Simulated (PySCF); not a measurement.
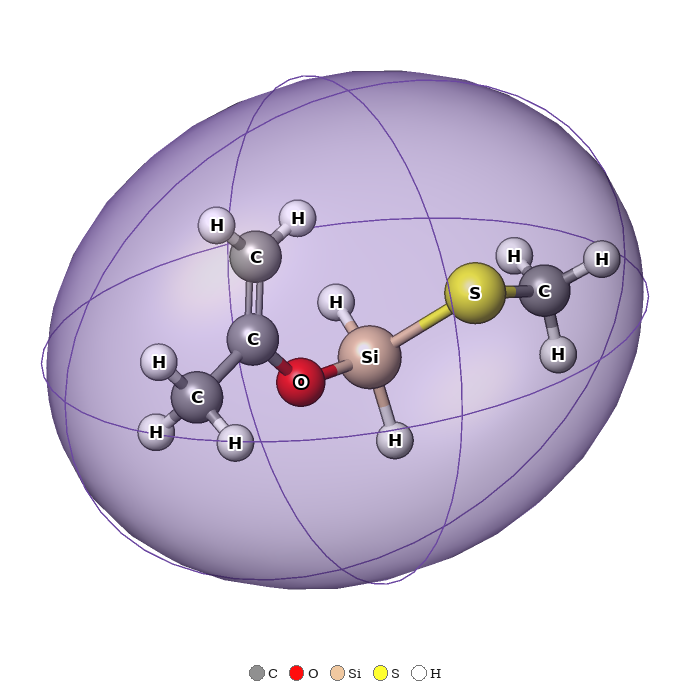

The ellipsoid shows the static dipole polarisability: its half-axes are proportional to the principal values. Computed geometry: GFN2-xTB optimisation. No frequency run is at hand to confirm it as a minimum. Method: PBE0/def2-SVPD (PySCF 2.14.0).

> Give the principal values, the mean and the anisotropy.

Principal values 81.9, 96.9, 119.2 bohr³; mean 99.3 bohr³ (14.71 Å³); anisotropy 32.5 bohr³, so the longest axis is 1.46 times the shortest.

The geometry is semi-empirical. Around Si such bond lengths and angles can be off by a tenth of an ångström or more and by several degrees, and values that hang on the shape move with them.
